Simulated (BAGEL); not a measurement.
**C2H7NSi (SMILES C=C[SiH2]N): a chain of runs**

Aim: a single-point energy (HF/def2-SVP), then a single-point energy (NEVPT2(2,2)/def2-SVP) of C2H7NSi. 

The results are computed with BAGEL 1.2.2.

1 further run of the same task is left out (set aside as unsound or not needed).

### Step 1. The molecule

C2H7NSi has 11 atoms, charge 0, and is taken as a singlet. As SMILES, `C=C[SiH2]N`. The C2–Si3 distance was set to 3.543 Å, away from the relaxed value. At this shape a bond of the SMILES string is far longer than usual.

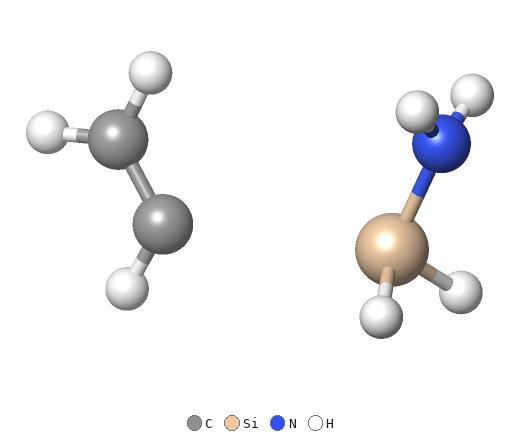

The structure, seen from a chosen angle (carbon grey, silicon light orange, nitrogen blue, hydrogen white).

### Step 2. A single-point energy at HF/def2-SVP (density fitting with svp-jkfit) (run 1)

The input, hf.json:

```json
{ "bagel": [

{
  "title": "molecule",
  "basis": "svp",
  "df_basis": "svp-jkfit",
  "geometry": [
    { "atom": "C", "xyz": [    -2.14025657,     5.33804544,    -2.97205353 ] },
    { "atom": "C", "xyz": [    -0.69386019,     5.09540461,    -0.93096035 ] },
    { "atom": "Si", "xyz": [     1.12722163,    -0.83998326,     1.57338597 ] },
    { "atom": "N", "xyz": [     0.00548021,    -3.40849901,    -0.05404617 ] },
    { "atom": "H", "xyz": [    -2.69016687,     7.16654444,    -3.72737707 ] },
    { "atom": "H", "xyz": [    -2.84077804,     3.69133810,    -3.98135626 ] },
    { "atom": "H", "xyz": [    -0.04436132,     6.81146490,     0.00728867 ] },
    { "atom": "H", "xyz": [     0.18802775,    -1.01402704,     4.21900255 ] },
    { "atom": "H", "xyz": [     3.93667746,    -0.97642149,     1.57981104 ] },
    { "atom": "H", "xyz": [     0.76515011,    -3.94196870,    -1.71265879 ] },
    { "atom": "H", "xyz": [    -1.80242078,    -3.97239329,     0.10639158 ] }
  ]
},

{
  "title": "hf"
},

{
  "title": "print",
  "file": "orbitals.molden",
  "orbitals": true
}

]}
```

Run with:

```bash
BAGEL_NUM_THREADS=1 BAGEL hf.json > hf.out
```

What it wrote:

```text
* using 1 threads per process

  ===============================================================
  ===============================================================

  *** Geometry ***

  { "atom" : "C", "xyz" : [     -2.140257,      5.338045,     -2.972054 ] },
  { "atom" : "C", "xyz" : [     -0.693860,      5.095405,     -0.930960 ] },
  { "atom" : "Si", "xyz" : [      1.127222,     -0.839983,      1.573386 ] },
  { "atom" : "N", "xyz" : [      0.005480,     -3.408499,     -0.054046 ] },
  { "atom" : "H", "xyz" : [     -2.690167,      7.166544,     -3.727377 ] },
  { "atom" : "H", "xyz" : [     -2.840778,      3.691338,     -3.981356 ] },
  { "atom" : "H", "xyz" : [     -0.044361,      6.811465,      0.007289 ] },
  { "atom" : "H", "xyz" : [      0.188028,     -1.014027,      4.219003 ] },
  { "atom" : "H", "xyz" : [      3.936677,     -0.976421,      1.579811 ] },
  { "atom" : "H", "xyz" : [      0.765150,     -3.941969,     -1.712659 ] },
  { "atom" : "H", "xyz" : [     -1.802421,     -3.972393,      0.106392 ] },

  Number of auxiliary basis functions:      481

  Since a DF basis is specified, we compute 2- and 3-index integrals:
    o Being stored without compression. Storage requirement is 0.035 GB

  Number of basis functions:       95
  Number of electrons      :       40

    * METHOD: MOLECULE                             0.26

  *** RHF ***

  === Nuclear Repulsion ===
   131.3916616264

      * DIIS with orbital gradients will be used.

  === RHF iteration (svp) ===
      0       -422.52630608          0.01862370           0.09
      1       -422.68667563          0.01395211           0.09
      2       -422.81256799          0.00233142           0.09
      3       -422.81722048          0.00151656           0.09
      4       -422.81890194          0.00025230           0.09
      5       -422.81903949          0.00012069           0.09
      6       -422.81906831          0.00004279           0.09
      7       -422.81907242          0.00001383           0.09
      8       -422.81907277          0.00000405           0.09
      9       -422.81907279          0.00000185           0.09
     10       -422.81907279          0.00000073           0.09
     11       -422.81907279          0.00000022           0.09
     12       -422.81907279          0.00000006           0.09
     13       -422.81907279          0.00000003           0.09
     14       -422.81907279          0.00000001           0.09
     15       -422.81907279          0.00000000           0.09
    * SCF iteration converged.

    * Permanent dipole moment:
           (   -0.127386,     1.529928,    -0.160874) a.u.

    * METHOD: HF                                   1.60

    * METHOD: PRINT                                0.02

  ===============================================================
```

Run time: 2 s. Hardware: 1 thread of Arm Neoverse V1, shared host; peak memory 0.14 GiB.

### Step 3. A single-point energy at NEVPT2(2,2)/def2-SVP (density fitting with svp-jkfit) (run 2)

The input, nevpt2.json:

```json
{ "bagel": [

{
  "title": "molecule",
  "basis": "svp",
  "df_basis": "svp-jkfit",
  "geometry": [
    { "atom": "C", "xyz": [ -2.14025657,  5.33804544, -2.97205353 ] },
    { "atom": "C", "xyz": [ -0.69386019,  5.09540461, -0.93096035 ] },
    { "atom": "Si", "xyz": [  1.12722163, -0.83998326,  1.57338597 ] },
    { "atom": "N", "xyz": [  0.00548021, -3.40849901, -0.05404617 ] },
    { "atom": "H", "xyz": [ -2.69016687,  7.16654444, -3.72737707 ] },
    { "atom": "H", "xyz": [ -2.84077804,  3.69133810, -3.98135626 ] },
    { "atom": "H", "xyz": [ -0.04436132,  6.81146490,  0.00728867 ] },
    { "atom": "H", "xyz": [  0.18802775, -1.01402704,  4.21900255 ] },
    { "atom": "H", "xyz": [  3.93667746, -0.97642149,  1.57981104 ] },
    { "atom": "H", "xyz": [  0.76515011, -3.94196870, -1.71265879 ] },
    { "atom": "H", "xyz": [ -1.80242078, -3.97239329,  0.10639158 ] }
  ]
},
{
  "title": "hf"
},
{
  "title": "casscf",
  "nstate": 1,
  "nact": 2,
  "nclosed": 19,
  "active": [20, 21],
  "maxiter": 200,
  "natocc": "true"
},
{
  "title": "nevpt2",
  "nstate": 1,
  "nact": 2,
  "nclosed": 19,
  "active": [20, 21],
  "maxiter": 200,
  "natocc": "true",
  "ncore": 8
},
{
  "title": "print",
  "file": "orbitals.molden",
  "orbitals": "true"
}

]}
```

Run with:

```bash
BAGEL_NUM_THREADS=1 BAGEL nevpt2.json > nevpt2.out
```

What it wrote:

```text
* using 1 threads per process

  ===============================================================
  ===============================================================

  *** Geometry ***

  { "atom" : "C", "xyz" : [     -2.140257,      5.338045,     -2.972054 ] },
  { "atom" : "C", "xyz" : [     -0.693860,      5.095405,     -0.930960 ] },
  { "atom" : "Si", "xyz" : [      1.127222,     -0.839983,      1.573386 ] },
  { "atom" : "N", "xyz" : [      0.005480,     -3.408499,     -0.054046 ] },
  { "atom" : "H", "xyz" : [     -2.690167,      7.166544,     -3.727377 ] },
  { "atom" : "H", "xyz" : [     -2.840778,      3.691338,     -3.981356 ] },
  { "atom" : "H", "xyz" : [     -0.044361,      6.811465,      0.007289 ] },
  { "atom" : "H", "xyz" : [      0.188028,     -1.014027,      4.219003 ] },
  { "atom" : "H", "xyz" : [      3.936677,     -0.976421,      1.579811 ] },
  { "atom" : "H", "xyz" : [      0.765150,     -3.941969,     -1.712659 ] },
  { "atom" : "H", "xyz" : [     -1.802421,     -3.972393,      0.106392 ] },

  Number of auxiliary basis functions:      481

  Since a DF basis is specified, we compute 2- and 3-index integrals:
    o Being stored without compression. Storage requirement is 0.035 GB

  Number of basis functions:       95
  Number of electrons      :       40

    * METHOD: MOLECULE                             0.26

  *** RHF ***

  === Nuclear Repulsion ===
   131.3916616264

      * DIIS with orbital gradients will be used.

  === RHF iteration (svp) ===
      0       -422.52630608          0.01862370           0.09
      1       -422.68667563          0.01395211           0.09
      2       -422.81256799          0.00233142           0.09
      3       -422.81722048          0.00151656           0.09
      4       -422.81890194          0.00025230           0.09
      5       -422.81903949          0.00012069           0.09
      6       -422.81906831          0.00004279           0.09
      7       -422.81907242          0.00001383           0.09
      8       -422.81907277          0.00000405           0.09
      9       -422.81907279          0.00000185           0.09
     10       -422.81907279          0.00000073           0.09
     11       -422.81907279          0.00000022           0.09
     12       -422.81907279          0.00000006           0.09
     13       -422.81907279          0.00000003           0.09
     14       -422.81907279          0.00000001           0.09
     15       -422.81907279          0.00000000           0.09
    * SCF iteration converged.

    * Permanent dipole moment:
           (   -0.127386,     1.529928,    -0.160874) a.u.

    * METHOD: HF                                   1.58

  ---------------------------
      CASSCF calculation
  ---------------------------

    ==== Active orbitals : =====
         Orbital 20
         Orbital 21
    ============================

    * nstate   :      1
    * nclosed  :     19
    * nact     :      2
    * nvirt    :     74
  === CASSCF iteration (svp) ===

    * Using the second-order algorithm

      0  0      -422.86257883     5.41e-03      0.03

      1  0      -422.88533550     9.48e-04      0.49

      2  0      -422.88594601     2.78e-04      0.49

      3  0      -422.88598496     9.62e-05      0.49

      4  0      -422.88598907     3.21e-05      0.49

      5  0      -422.88598952     1.06e-05      0.49

      6  0      -422.88598957     3.49e-06      0.49

      7  0      -422.88598957     1.15e-06      0.49

      8  0      -422.88598957     3.77e-07      0.49

      9  0      -422.88598957     1.24e-07      0.46

     10  0      -422.88598957     4.06e-08      0.43

     11  0      -422.88598957     1.33e-08      0.41

     12  0      -422.88598957     4.39e-09      0.38

    * Second-order optimization converged. *

     guess   0:   closed 1.                   open ..

  === FCI iteration ===

      0  0      -422.80722815     7.69e-02      0.00
      1  0      -422.87925736     2.23e-02      0.00
      2  0 *    -422.88598957     2.37e-16      0.00

     * ci vector, state   0, <S^2> = 0.0000
       2.     0.8877396323
       .2    -0.4603458975

    * METHOD: CASSCF                               5.84

    * freezing 8 orbitals

  === DF-NEVPT2 calculation ===

    * 3-index integral transformation done
    * assembly done

      NEVPT2 correlation energy:   -0.5100036526      0.26

          (+0)     -0.4347732520
          (+0)'    -0.0128762984
          (+1)     -0.0189833390
          (+1)'    -0.0000000000
          (+2)     -0.0003218523
          (-1)     -0.0420842647
          (-1)'     0.0000000000
          (-2)     -0.0009646464

      NEVPT2 total energy:       -423.3959932238

    * METHOD: NEVPT2                               0.42

    * METHOD: PRINT                                0.02

  ===============================================================
```

Wall time 8.4 s (1 thread of Arm Neoverse V1, shared host); peak memory 0.14 GiB.

### Step 4. Results

| quantity | value |
| --- | --- |
| run 1, HF/def2-SVP: total energy | -422.81907 Eh |
| run 1, HF/def2-SVP: dipole moment | 3.92 D |
| run 1, HF/def2-SVP: HOMO energy | -7.16 eV |
| run 1, HF/def2-SVP: LUMO energy | 0.41 eV |
| run 1, HF/def2-SVP: HOMO–LUMO gap | 7.57 eV |
| run 2, NEVPT2(2,2)/def2-SVP: total energy | -423.39599 Eh |

One bond (run 1, HF/def2-SVP) is far stretched, which a spin-restricted single reference describes badly; a broken-symmetry solution may lie lower.
